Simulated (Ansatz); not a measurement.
# Cl3HSn···H2O: what the fields show

Input

```
crystal:
  periodic: [false, false, false]
  atoms:
    - { symbol: Sn, position_ang: [0.0, 0.0, 0.0] }
    - { symbol: O, position_ang: [0.0, 0.0, 2.31] }
    - { symbol: H, position_ang: [-0.9095, -0.2814, 2.6471] }
    - { symbol: Cl, position_ang: [2.2726, 0.0, -0.8025] }
    - { symbol: Cl, position_ang: [-1.1351, 1.9666, -0.8025] }
    - { symbol: Cl, position_ang: [-1.1351, -1.9666, -0.8025] }
    - { symbol: H, position_ang: [1.0647, -1.6168, 0.6433] }
    - { symbol: H, position_ang: [0.8094, -1.2292, 1.6366] }
basis:
  gaussian: { orbitals: def2-SVP }
hamiltonian:
  xc: pbe
relax:
  f_tol: 0.15
  max_steps: 25
  restrain:
    - { distance: [0, 6], at: 1.74, k: 30.0 }
    - { distance: [7, 1], at: 1.01, k: 30.0 }
    - { distance: [0, 1], at: 3.16, k: 30.0 }
    - { distance: [7, 6], at: 1.86, k: 30.0 }
output:
  orbitals: {}
```

Command:

```sh
ansatz run input.yaml --threads 4 --pin off --max-ram 5120MiB --backend cpu --events-out ev --progress --plain --runs-dir out
```

The fields are those of the run's last geometry, not of the input's.

Core potentials replace the inner electrons of Sn; not at a stationary point (largest force 0.7 eV/Å).

These are results of RKS PBE/def2-SVP (Ansatz), not measurements.

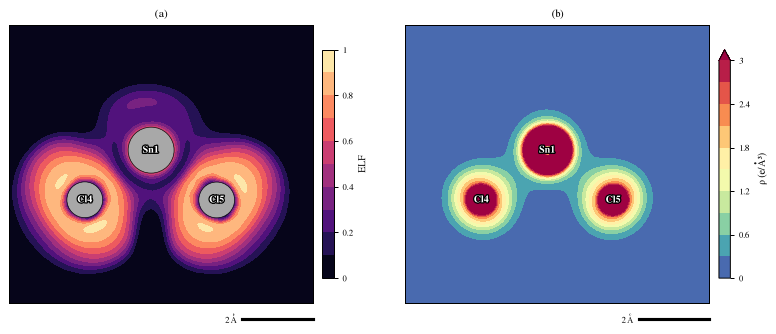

Figure 1. (a) ELF; (b) electron density on the plane of atoms Cl4, Sn1 and Cl5. Grey discs cover the atomic cores in the ELF map.

Q: Interpret the plot.

A:
- Atoms in the plane: Sn and Cl.
- Sn–Cl (2.34 Å): the density is about 0.55 e/Å³ at the midpoint; the ELF peaks at about 0.80 in the valence shell of Cl, 0.8 Å from its nucleus, and drops to about 0.15 between the two atoms.
- The ELF also peaks beside Cl4 and Cl5, away from the bonds: lone-pair regions.

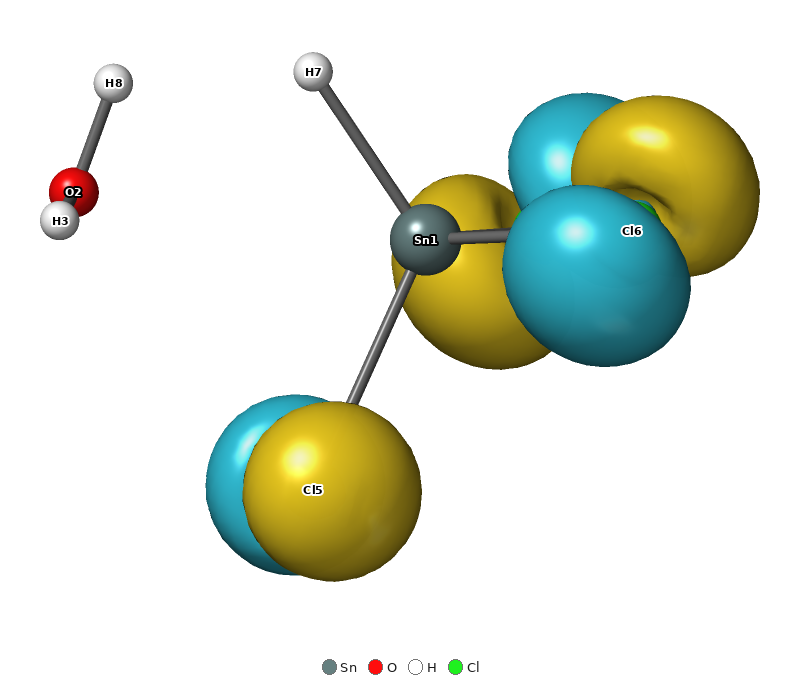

Figure 2. The HOMO−1 at ±0.15 Å⁻³ᐟ² (yellow and cyan are the two phases), seen at a tilt.

Q: Where does this orbital lie, and at what energy?

A: It lies mainly on Cl4 (about 40 %), Cl6 (about 30 %) and Cl5 (about 25 %); largely a combination of lone pairs on Cl4, Cl6 and Cl5. Its energy is −7.46 eV.

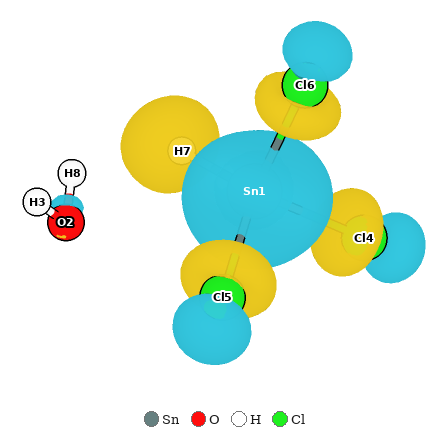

Figure 3. The LUMO at ±0.15 Å⁻³ᐟ² (yellow and cyan are the two phases), seen at an oblique angle.

Q: Where does this orbital lie, and at what energy?

A: Its weight (Hirshfeld) is mainly on Sn1 (about 35 %), Cl5 (about 20 %), H7 (about 15 %), Cl4 (about 15 %) and Cl6 (about 15 %). Its energy is −3.37 eV.
